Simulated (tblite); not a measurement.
# Run report: C₂H₆FO₂Si₂, frequency calculation

The run: frequency calculation of C₂H₆FO₂Si₂, multiplicity 2. Method and program: GFN2-xTB harmonic vibrations, gas phase (tblite 0.8.0).

It belongs to a series of runs on one base structure; here: H removed from sp2 C.

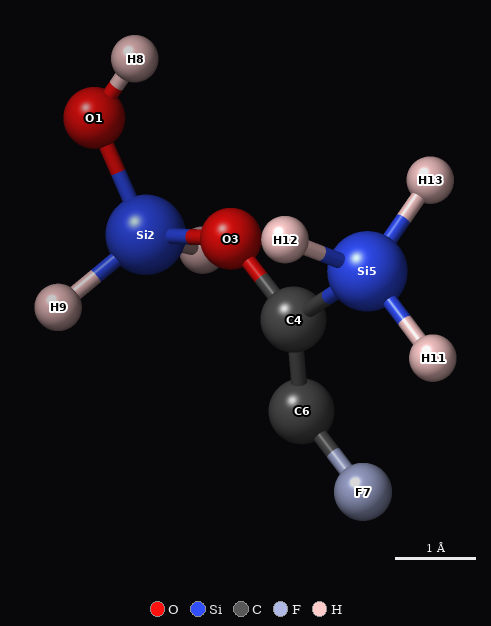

Fig. 1: The input geometry (ball-and-stick view, seen at a tilt; atoms are numbered from 1 in the order of the input). Bond lengths as drawn: C–C 1.30 Å, C–F 1.34 Å, C–O 1.35 Å, C–Si 1.93 Å, H–O 0.95 Å, H–Si 1.45 to 1.46 Å and O–Si 1.62 to 1.64 Å.

Key numbers

```csv
quantity,value
outcome,converged
total energy,−643.7764 eV
zero-point energy,43.6140 kcal/mol
hardware,"1 CPU thread, shared host"
peak memory,0.18 GiB
```

Input
```
{"job": {"kind": "ir", "xc": "GFN2-xTB", "basis": "xTB"}, "charge": 0, "multiplicity": 2}
O      2.883053    -0.741911     0.616157
Si     2.015573     0.373333    -0.169903
O      0.474317    -0.177873    -0.067386
C     -0.660722     0.392333    -0.522809
Si    -2.110079    -0.756126     0.031727
C     -0.746959     1.496903    -1.199312
F     -1.861445     2.072094    -1.657185
H      2.637759    -1.663765     0.602682
H      2.197755     1.599773     0.587633
H      2.386301     0.463745    -1.578892
H     -3.366224    -0.146537    -0.390543
H     -1.989349    -0.866063     1.484649
H     -1.864368    -2.045421    -0.615795
```

The first line tells a small driver script what to run in tblite; the rest is the geometry in Å.

Launch command:
```bash
OMP_NUM_THREADS=1 python <driver script> task.json out
```

What the program printed
```
mode    cm-1     km/mol
  1      44.4      1.20
  2      72.0      1.00
  3      75.6      0.30
  4      97.9      0.02
  5     114.4      2.44
  6     137.3    102.06
  7     250.6     40.55
  8     262.5      5.14
  9     264.8      7.08
 10     359.0      3.81
 11     478.4     28.24
 12     531.3     31.59
 13     534.7     50.41
 14     570.1    117.93
 15     584.9     22.84
 16     624.1     33.60
 17     741.2    130.78
 18     745.8    209.69
 19     752.4    301.99
 20     770.9     98.46
 21     775.1    268.52
 22     802.5    200.87
 23     817.4    419.35
 24     925.4    250.53
 25    1094.1    110.40
 26    1189.9    449.55
 27    1740.9     48.35
 28    2268.8    154.52
 29    2275.1    304.23
 30    2283.0    310.77
 31    2317.4    275.95
 32    2344.0    176.19
 33    3662.3     22.32
```

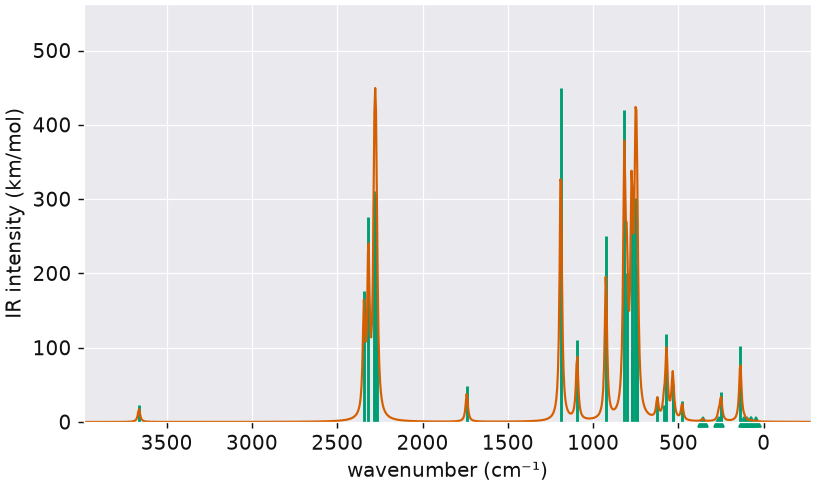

Fig. 2: Harmonic infrared spectrum, unscaled: sticks (degenerate modes added up, dark ones marked on the axis) with a Lorentzian envelope of 16 cm⁻¹ full width, scaled to the tallest stick. 33 modes from 44 to 3662 cm⁻¹, none imaginary. The strongest line is at 1190 cm⁻¹ (450 km/mol).
